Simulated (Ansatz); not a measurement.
# TiAl: a line through a two-coordinate scan, part 2 of 2

One line of a two-coordinate grid on TiAl (P4/mmm, No. 123; 2 atoms in the cell): strain +e along z and -e/2 along x and y is varied, at amplitude of mode 6 (311 cm⁻¹) = −0.094 Å.

Ansatz 0.2.0; DFT PBEsol, scalar-relativistic, plane waves, PAW.

### Step 8. The run at (−0.094 Å, 4.67 %)

Input file input.yaml:

```yaml
crystal:
  lattice:
    - [2.7294848141, 0.0, 0.0]
    - [0.0, 2.7294848141, 0.0]
    - [0.0, 0.0, 4.2269654892]
  atoms:
    - { symbol: Ti, position: [0.0, 0.0, 0.013120545] }
    - { symbol: Al, position: [0.5, 0.5, 0.4767233018] }
basis:
  ecutwfc: 520.0
kpoints:
  mp_grid: { grid: [16, 16, 12] }
hamiltonian:
  xc: pbesol
  pseudopotentials: { kind: paw, azcp: { folder: soft_1 } }
scf:
  occupations: { method: gaussian, width: 0.15 }
output:
  forces: true
  stress: true
  eigenvalues: true
```

The run is started by

```sh
$ ansatz run input.yaml --threads 1 --pin off --max-ram 2048MiB --backend cpu --events-out ev --progress --plain --runs-dir out
```

Output (excerpt; [...] marks lines left out):

```text
[...]
SCF converged after 8 iterations
Free energy (F): -2999.186899 eV
[...]
E sigma→0 (E₀):  -2999.176352 eV
Entropy (-TS):   -0.021095 eV (-10.548 meV/atom)
Fermi energy:    11.219175 eV
[...]
--- Forces (eV/Å), atoms counted from 1 ---
  atom   1  Ti    -0.00000000     0.00000000    -0.85496200
  atom   2  Al     0.00000000     0.00000000     0.85494961
[...]
--- Stress (GPa, compression-positive) ---
        3.548612       0.000000      -0.000000
        0.000000       3.548612       0.000000
       -0.000000       0.000000      -2.901145
  P = ⅓ Tr σ = 1.3987 GPa (13.987 kbar)
--- Band table (eV; the first three rows and the last of 315) ---
  k-point 0: bands = ["-45.0382", "-21.5448", "-21.0237", "-21.0237", "2.0005", "9.0229", "10.2801", "10.3052", "13.6382", "13.6382", "14.8910", "16.7746"]
[...]
```

It took 27 s on 1 thread of Arm Neoverse N1, shared host; peak memory 0.46 GiB.

Energy on the map's scale: 96 meV.

### Step 9. Changed: mp_grid.grid [5, 5, 4], occupations.method tetrahedron, accuracy high, ecutwfc left out, width left out

Input file input.yaml:

```yaml
crystal:
  lattice:
    - [2.7294848141, 0.0, 0.0]
    - [0.0, 2.7294848141, 0.0]
    - [0.0, 0.0, 4.2269654892]
  atoms:
    - { symbol: Ti, position: [0.0, 0.0, 0.013120545] }
    - { symbol: Al, position: [0.5, 0.5, 0.4767233018] }
kpoints:
  mp_grid: { grid: [5, 5, 4] }
hamiltonian:
  xc: pbesol
  pseudopotentials: { kind: paw, azcp: { folder: soft_1 } }
scf:
  occupations: { method: tetrahedron }
output:
  forces: true
  eigenvalues: true
  stress: true
accuracy: high
```

The run is started by

```sh
$ ansatz run input.yaml --threads 1 --pin off --max-ram 2048MiB --backend cpu --events-out ev --progress --plain --runs-dir out
```

Output:

```text
Warning: output.forces, output.stress, relax.cell or npt_langevin: where a Kohn–Sham band that disperses or a degenerate level is filled in part under the method tetrahedron, the forces or the stress that this run publishes need not agree with its energy (scf.occupations.method in the input reference, under Limitations); prefer a smearing scheme for the forces or the stress
Warning: <dir> the record states the generating functional pbe (its physics header spells it `PBE`), which answers neither for hamiltonian.xc's functional nor for the pbesol family's — results may be inconsistent (PPs are generated against a specific XC)
Warning: <dir> the record states the generating functional pbe (its physics header spells it `PBE`), which answers neither for hamiltonian.xc's functional nor for the pbesol family's — results may be inconsistent (PPs are generated against a specific XC)
Warning: RAYON_NUM_THREADS=1 ignored (pool sized by the plan → 1); use --threads N
Engine: ansatz 0.2.0, aarch64-unknown-linux-gnu
[... 4 set-up lines as earlier in the session ...]
  exchange = pbesol_x
  correlation = pbesol_c
Crystal: 2 atoms, lattice volume = 31.491 Å³
Basis set: ecut = 420 eV, 651 PW (Γ), exchange–correlation on 48×48×72 points (8 copies of the dense FFT grid, shifted against one another)
Bands: 12, of which v1, the nominal top of the filled ones, is band 8 counted from 1 (7 counted from 0)
[... 2 set-up lines as earlier in the session ...]
k-points: 18 of 100 (time reversal used)
Non-local potential: Ti, projectors of the file, l = 0: 3, l = 1: 2, l = 2: 3, l = 3: 1
Non-local potential: Al, projectors of the file, l = 0: 2, l = 1: 2, l = 2: 1
PAW form: soft (Blöchl's): semilocal exchange-correlation on the pseudo side does not see the compensation charge
PAW frozen core: Ti, regenerated for the run's functional, and the local potential with it (the file was generated under x = pbe(κ = 0.804, μ = 0.2195149727645171), c = pbe(β = 0.06672455060314922))
PAW frozen core: Al, regenerated for the run's functional, and the local potential with it (the file was generated under x = pbe(κ = 0.804, μ = 0.2195149727645171), c = pbe(β = 0.06672455060314922))
PAW one-centre angular grid: Ti, 590 points (default); XC on 64 Gauss nodes
PAW one-centre angular grid: Al, 110 points (default); XC on 64 Gauss nodes
Initial density: superposition of atomic densities (chi_scale 0.1, normalization cell, long waves kept (reshape's long-wave potential 0.00 eV rms))
Initial wavefunctions: pseudopotential atomic-orbital guess
Functional: x = pbesol(κ = 0.804, μ = 0.12345679012345678), c = pbesol(β = 0.046)
SCF iter   1: F=—  HF=-2999.490708 eV  |F-HF|=—  |Δ(HF+E_count)|=         —  Δρ=4.62e-2  dr2=8.83e-1  ethr=3.10e-3  ⟨swp⟩=5.0  Hψ=1092  notcnv=0
preconditioner: auto → none  [metal: no gap  n_scr=6 (ndim 8)  ℏωp=17.5 eV  f_vac=0.000  sad-step TF]
SCF iter   2: F=—  HF=-2999.275812 eV  |F-HF|=—  |Δ(HF+E_count)|=   2.15e-1  Δρ=2.45e-2  dr2=3.63e-1  ethr=3.10e-3  ⟨swp⟩=2.1  Hψ=434  notcnv=0  defer=1
SCF iter   3: F=—  HF=-2999.410887 eV  |F-HF|=—  |Δ(HF+E_count)|=   1.35e-1  Δρ=4.34e-2  dr2=1.28e0  ethr=2.42e-3  ⟨swp⟩=2.5  Hψ=408  notcnv=0  recentre
SCF iter   4: F=—  HF=-2999.150129 eV  |F-HF|=—  |Δ(HF+E_count)|=   2.61e-1  Δρ=3.66e-3  dr2=3.60e-3  ethr=2.42e-3  ⟨swp⟩=2.4  Hψ=477  notcnv=0
SCF iter   5: F=—  HF=-2999.149458 eV  |F-HF|=—  |Δ(HF+E_count)|=   6.71e-4  Δρ=4.37e-4  dr2=1.08e-4  ethr=2.40e-5  ⟨swp⟩=2.2  Hψ=386  notcnv=0
SCF iter   6: F=—  HF=-2999.149423 eV  |F-HF|=—  |Δ(HF+E_count)|=   3.41e-5  Δρ=2.01e-4  dr2=1.86e-5  ethr=7.18e-7  ⟨swp⟩=2.1  Hψ=367  notcnv=0
SCF iter   7: F=—  HF=-2999.149442 eV  |F-HF|=—  |Δ(HF+E_count)|=   1.85e-5  Δρ=7.97e-5  dr2=1.99e-6  ethr=1.24e-7  ⟨swp⟩=2.1  Hψ=343  notcnv=0
SCF iter   8: F=—  HF=-2999.149445 eV  |F-HF|=—  |Δ(HF+E_count)|=   3.04e-6  Δρ=2.32e-5  dr2=1.99e-7  ethr=1.33e-8  ⟨swp⟩=2.1  Hψ=310  notcnv=0
iter 9 met the thresholds in force, and the SCF goes on for the forces or the stress (scf.convergence.dr2_threshold)
SCF iter   9: F=-2999.149449 eV  HF=-2999.149449 eV  |F-HF|=7.62e-10  |Δ(HF+E_count)|=   3.69e-6  Δρ=2.51e-6  dr2=1.80e-9  ethr=6.67e-10  ⟨swp⟩=3.8  Hψ=599  notcnv=0
SCF iter  10: F=-2999.149449 eV  HF=-2999.149449 eV  |F-HF|=9.09e-12  |Δ(HF+E_count)|=   4.89e-7  Δρ=2.99e-7  dr2=1.64e-11  ethr=1.00e-12  ⟨swp⟩=4.1  Hψ=1074  notcnv=0
SCF 1 converged in 10 iterations: F = -2999.149449 eV  dr2 = 1.64e-11
SCF converged after 10 iterations
Stability not checked: this state was not tested for a lower state beside it, because cold or Methfessel-Paxton smearing, or corrected tetrahedra, fill the levels in a way that the test cannot read (fill_not_monotonic; see scf.lower_state_search)
Free energy (F): -2999.149449 eV
Harris-Foulkes:  -2999.149449 eV  (|F-HF|=9.09e-12)
Internal energy: -2999.144130 eV  (E = F + TS)
E sigma→0 (E₀):  -2999.149449 eV
Entropy (-TS):   -0.005319 eV (-2.660 meV/atom)
Fermi energy:    11.309332 eV
--- Per-component energies (eV) ---
  E_band       = -158.811666
  E_kinetic    = 305.920084
  E_local      = -1151.578561  (includes V_loc(G=0)·N_el)
  E_nonlocal   = 73.345783
  E_hartree    = 483.350986
  E_xc         = -153.529507
  E_vxc        = -175.465413  (∫ρ·V_xc dr)
  E_paw        = -1474.684851  (= ΣΔE_a)
  E_vpaw       = -177.735371  (= ΣTr[D̂ρ^β])
  E_aug_tail   = -0.000079  (compensation charges beyond the density's cutoff)
  E_ewald      = -1082.126510
  E_core_change = 0.158524  (= ΣΔE_core)
  E_smearing   = -0.005319  (= −TS)
  E_closure    = 0.000000  (closes the sum)
  Σ components = -2999.149449   (vs F -2999.149449, Δ=0.00e0)
--- Forces (eV/Å), atoms counted from 1 ---
  atom   1  Ti    -0.00000000     0.00000000    -0.72801220
  atom   2  Al    -0.00000000     0.00000000     0.72801092
  max |Σ_I F_I| component: 1.28e-6 eV/Å
--- Stress (GPa, compression-positive) ---
        2.704711       0.000000      -0.000000
        0.000000       2.704711       0.000000
       -0.000000       0.000000      -0.834728
  P = ⅓ Tr σ = 1.5249 GPa (15.249 kbar)
--- Band table (eV; the first three rows and the last of 18) ---
  k-point 0: bands = ["-44.9988", "-21.5055", "-20.9873", "-20.9873", "1.9989", "9.0382", "10.2797", "10.3293", "13.6695", "13.6695", "14.9230", "16.7927"]
  k-point 1: bands = ["-44.9986", "-21.5120", "-20.9871", "-20.9871", "2.4898", "7.2935", "10.3843", "11.0982", "13.5437", "13.5437", "14.9266", "18.1755"]
  k-point 2: bands = ["-44.9984", "-21.5184", "-20.9870", "-20.9870", "3.2678", "5.8191", "10.4411", "11.4432", "13.4272", "13.4272", "14.9303", "19.5657"]
  k-point 17: bands = ["-44.8434", "-21.4992", "-21.4923", "-21.3688", "7.9004", "8.8307", "9.4048", "12.9909", "13.4539", "14.1967", "14.3448", "14.6987"]
```

Wall time 2.2 s (1 thread of Arm Neoverse N1, shared host); peak memory 0.26 GiB.

```csv
run,ending,energy change,pressure (GPa),gap (eV),force (eV/Å),cycles,time
step 8,converged,0,1.4,0.00,0.85,8,27 s
variant,converged,+13.5 meV/atom (σ→0),1.5,0.00,0.73,10,2.2 s
```

Changing the k-point mesh, smearing, accuracy level and cutoff moves the energy by +13.5 meV/atom (σ→0 values), and the largest force goes from 0.85 to 0.73 eV/Å. More than one kind of setting changed, and this run alone doesn't tell their shares apart. Cost: 10 SCF cycles against 8, 2.2 s against 27 s. The variant is not converged in its settings.

### Step 10. The run at (−0.094 Å, 7.00 %)

Edit input.yaml of step 8 so:

```diff
@@ -2,5 +2,5 @@
   lattice:
-    - [2.7294848141, 0.0, 0.0]
-    - [0.0, 2.7294848141, 0.0]
-    - [0.0, 0.0, 4.2269654892]
+    - [2.6969260694, 0.0, 0.0]
+    - [0.0, 2.6969260694, 0.0]
+    - [0.0, 0.0, 4.3210595905]
   atoms:
```

The run is started by

```sh
$ ansatz run input.yaml --threads 1 --pin off --max-ram 2048MiB --backend cpu --events-out ev --progress --plain --runs-dir out
```

Output (excerpt; [...] marks lines left out):

```text
Warning: <dir> the record states the generating functional pbe (its physics header spells it `PBE`), which answers neither for hamiltonian.xc's functional nor for the pbesol family's — results may be inconsistent (PPs are generated against a specific XC)
[...]
Warning: RAYON_NUM_THREADS=1 ignored (pool sized by the plan → 1); use --threads N
[...]
[... 4 set-up lines as earlier in the session ...]
[...]
Crystal: 2 atoms, lattice volume = 31.429 Å³
Basis set: ecut = 520 eV, 825 PW (Γ), exchange–correlation on 48×48×72 points (8 copies of the dense FFT grid, shifted against one another)
Bands: 12, of which v1, the nominal top of the filled ones, is band 8 counted from 1 (7 counted from 0)
[... 2 set-up lines as earlier in the session ...]
k-points: 315 of 3072 (time reversal used)
[...]
SCF iter   1: F=—  HF=-2999.505207 eV  |F-HF|=—  |Δ(HF+E_count)|=         —  Δρ=4.56e-2  dr2=9.14e-1  ethr=3.10e-3  ⟨swp⟩=4.8  Hψ=18854  notcnv=0
[...]
SCF iter   8: F=-2999.150235 eV  HF=-2999.150235 eV  |F-HF|=2.93e-9  |Δ(HF+E_count)|=   6.98e-8  Δρ=3.72e-6  dr2=5.34e-9  ethr=6.67e-10  ⟨swp⟩=5.3  Hψ=16630  notcnv=0
[...]
SCF converged after 8 iterations
Free energy (F): -2999.150235 eV
[...]
E sigma→0 (E₀):  -2999.139256 eV
Entropy (-TS):   -0.021957 eV (-10.978 meV/atom)
Fermi energy:    11.257488 eV
[...]
--- Forces (eV/Å), atoms counted from 1 ---
  atom   1  Ti    -0.00000000     0.00000000    -0.82577745
  atom   2  Al    -0.00000000     0.00000000     0.82574798
[...]
--- Stress (GPa, compression-positive) ---
        4.969713       0.000000      -0.000000
        0.000000       4.969713       0.000000
       -0.000000       0.000000      -4.737447
  P = ⅓ Tr σ = 1.7340 GPa (17.340 kbar)
--- Band table (eV; the first three rows and the last of 315) ---
  k-point 0: bands = ["-44.9832", "-21.4803", "-20.9347", "-20.9347", "1.9761", "8.9539", "10.0019", "10.3151", "13.7827", "13.7827", "15.0613", "16.4193"]
[...]
```

Run time: 29 s. Hardware: 1 thread of Arm Neoverse N1, shared host; peak memory 0.47 GiB.

That is 132 meV from the zero.

### Step 11. What came out

What follows sums up all 2 parts.

```
strain +e along z and -e/2 along x and y (%)  step  energy (meV)  slope (meV per %)  pressure (GPa)  largest force on an atom (eV/Å)
                                       −7.00     3           115              −13.0            1.18                            0.953
                                       −4.67     4            89               −8.9            1.03                            0.947
                                       −2.33     5            73               −4.8            1.02                            0.939
                                        0.00     6            67               −0.1            1.08                            0.919
                                        2.33     7            74                6.1            1.19                            0.887
                                        4.67     8            96               12.6            1.40                            0.855
                                        7.00    10           132               18.8            1.73                            0.826
```

Energies count from the relaxed high-symmetry cell. Slopes come from the forces (and the stress, where the cell changes), not from differences of energies.

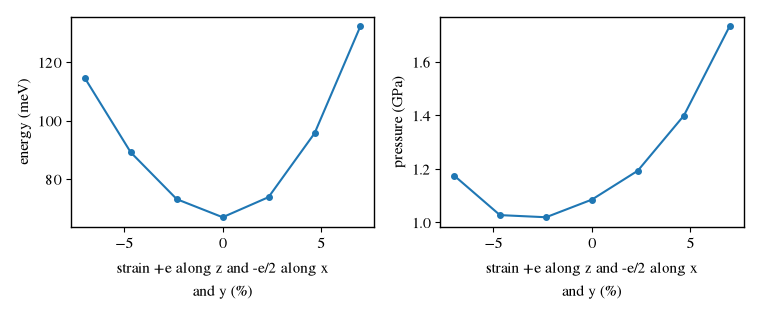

Energy and pressure along the line.

```csv
run,outcome
"step 9, run with mp_grid.grid [5, 5, 4], occupations.method tetrahedron, accuracy high, ecutwfc left out, width left out (against step 8)",+13.5 meV/atom; the largest force goes from 0.85 to 0.73 eV/Å
```

**Reading.** Along the line the energy is lowest at 0.00 %, 67 meV from the zero. A fit to energies and slopes at the lowest point and its two neighbours puts the minimum at 0.047 %, with a curvature of about 2.5 meV per %². The well is lopsided: two grid steps out, the energy rises by 22 meV towards smaller values and 29 meV towards larger ones. The highest point computed, at 7.00 %, lies 65 meV above the lowest. This is one cut through a surface in two coordinates; the map's lowest point lies off it.
